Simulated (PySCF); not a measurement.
CH8ClSi3 (doublet)

```yaml
atoms:
  - { symbol: C, position_ang: [-1.8872, -0.6205, 0.2684] }
  - { symbol: Si, position_ang: [-1.1717, 0.2703, -1.2489] }
  - { symbol: Si, position_ang: [1.1024, 0.5350, -0.9431] }
  - { symbol: Si, position_ang: [2.2997, 0.1576, 0.9744] }
  - { symbol: Cl, position_ang: [1.5297, -1.5770, 1.7637] }
  - { symbol: H, position_ang: [-1.3246, -1.5209, 0.4946] }
  - { symbol: H, position_ang: [-1.8601, 0.0109, 1.1520] }
  - { symbol: H, position_ang: [-2.9206, -0.9116, 0.1059] }
  - { symbol: H, position_ang: [-1.4486, -0.5573, -2.4375] }
  - { symbol: H, position_ang: [-1.9506, 1.5083, -1.4371] }
  - { symbol: H, position_ang: [1.6179, 1.7725, -1.5705] }
  - { symbol: H, position_ang: [2.2921, 1.0704, 2.1285] }
  - { symbol: H, position_ang: [3.7173, -0.1373, 0.7318] }
```

Geometry: GFN2-xTB.

These are results of PySCF, UKS B3LYP, pcH-1 on C Cl H Si, non-relativistic, mean-field spin-orbit, GIAO, not measurements.

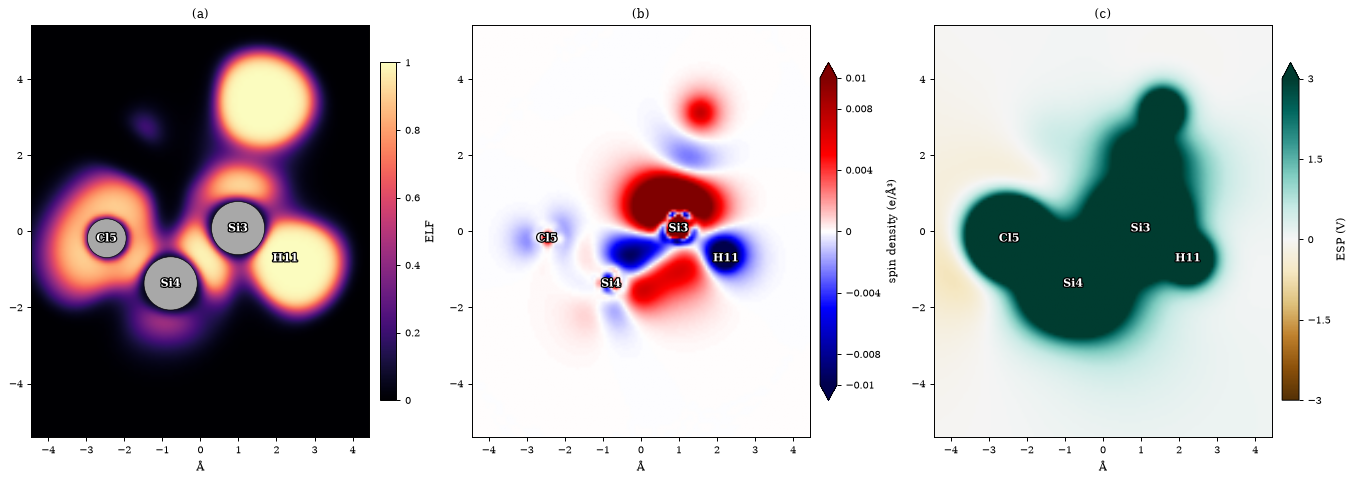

Figure 1. (a) ELF; (b) spin density (α minus β); (c) molecular electrostatic potential on the plane of atoms Si3, Si4 and Cl5. Grey discs cover the atomic cores in the ELF map.

Interpret the plot.

The section cuts through Si, Cl and H sites. Si–Cl (2.06 Å): the ELF peaks at about 0.90 between the atoms; a polar covalent bond. Si–Si (2.29 Å): the ELF peaks at about 1 between the atoms, as expected for localised, covalent bonding. Si–H (1.48 Å): the ELF climbs to about 1 towards the hydrogen, as it does in any bond to H. The ELF also peaks beside Cl5, away from the bonds: non-bonding electrons, paired or unpaired. The unpaired spin (1 electron) lies mostly on Si3 (about 0.7), Si4 (about 0.1) and Si2 (about 0.1), in electrons by Hirshfeld's partition. Outside the dense part of the molecule the potential is most negative (−0.6 V) near Cl5.

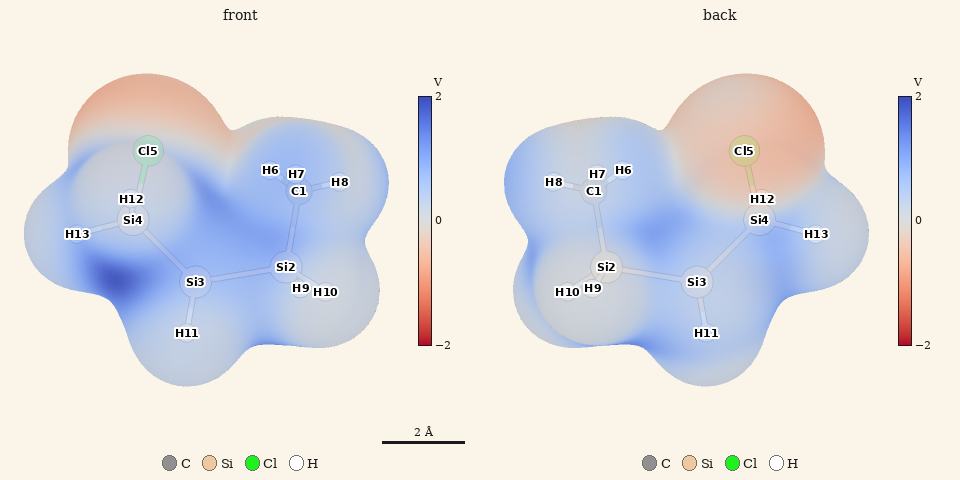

Figure 2. The molecular electrostatic potential painted on the density surface at 0.002 e/bohr³, seen from the front and from behind; the colour scale runs from red (negative) to blue (positive).

Which sites attract a positive test charge, and which a negative one?

A positive charge is drawn to the negative regions and a negative charge to the positive ones. The most negative region (about −0.6 V) lies over Cl5, the most positive (about +1.8 V) over Si4.
